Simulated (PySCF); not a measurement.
C2H10BO3Si2 (doublet)

```tsv
atom	x (Å)	y (Å)	z (Å)
C	2.6280	-0.5876	1.2550
O	2.1979	-0.0554	0.0297
C	1.3692	-0.8362	-0.7187
Si	0.1624	0.0053	-1.8287
Si	-1.2771	1.3742	-0.5831
B	-2.0862	0.4388	0.9431
O	-3.4262	0.2464	0.9747
O	-1.2631	-0.0428	1.9122
H	1.7922	-0.6528	1.9614
H	3.3840	0.0895	1.6502
H	3.0633	-1.5853	1.1258
H	1.2786	-1.8664	-0.3932
H	-0.4947	-1.0901	-2.5607
H	0.8847	0.8078	-2.8261
H	-2.2778	1.9757	-1.4843
H	-0.4790	2.5413	-0.1557
H	-3.8006	-0.2401	1.7146
H	-1.6645	-0.5161	2.6462
```

Geometry: GFN2-xTB.

Level of theory: UKS B3LYP, pcH-1 on B C H O Si, non-relativistic, mean-field spin-orbit, GIAO in PySCF.

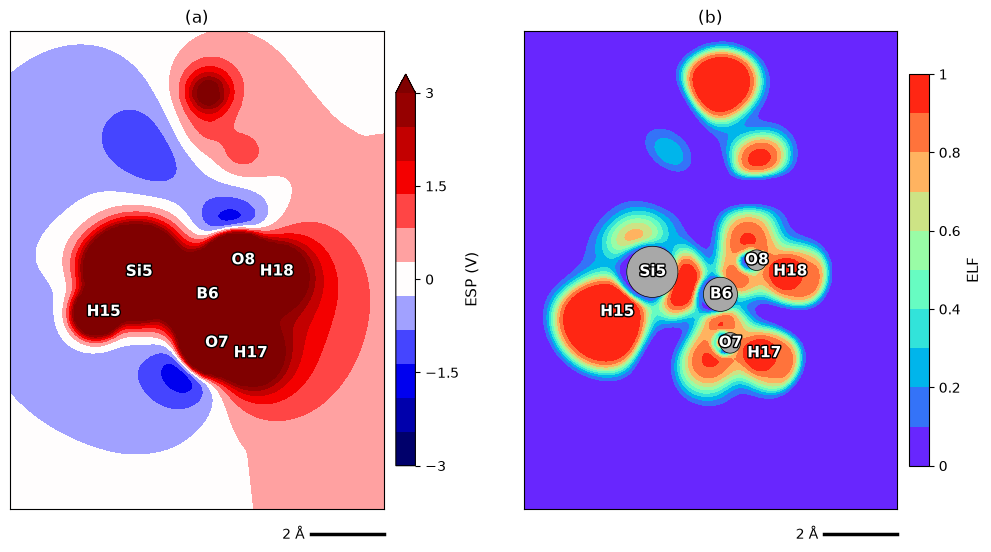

Figure 1. (a) molecular electrostatic potential; (b) electron localisation function on the plane of atoms O7, B6 and O8. Grey discs cover the atomic cores in the ELF map.

Question: Read the bonding off the picture.

Answer: The section cuts through Si, B, O and H sites.
B–O (1.35 Å): the ELF peaks at about 0.90 between the atoms (a short, strongly polar bond).
Si–B (1.96 Å): the ELF peaks at about 1 between the atoms: a shared electron pair.
O–H (0.96 Å): the ELF climbs to about 1 towards the hydrogen, as it does in any bond to H (a covalent bond by its length).
The ELF also peaks beside O7, away from the bonds: non-bonding electrons, paired or unpaired.
Outside the dense part of the molecule the potential is most negative (−1.7 V) near O7.

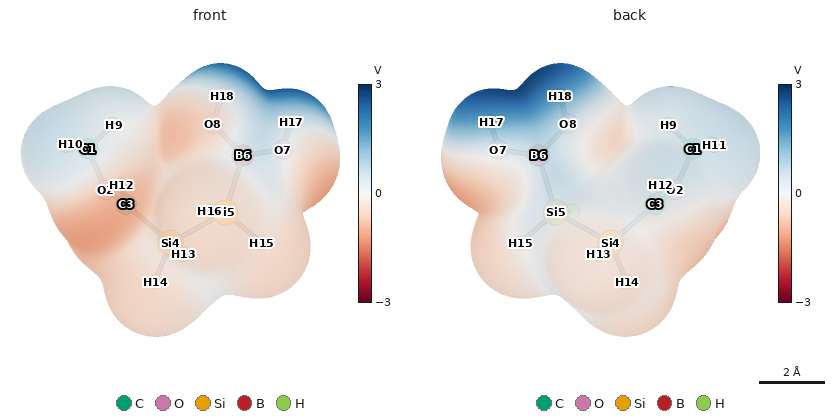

Figure 2. The molecular electrostatic potential painted on the density surface at 0.001 e/bohr³, seen from the front and from behind; the colour scale runs from red (negative) to blue (positive).

Question: Describe the electrostatic potential map.

Answer: The most negative region (about −1.2 V) lies over O2, the most positive (about +2.7 V) over H17 and H18. O2 is the likeliest acceptor of a hydrogen bond.
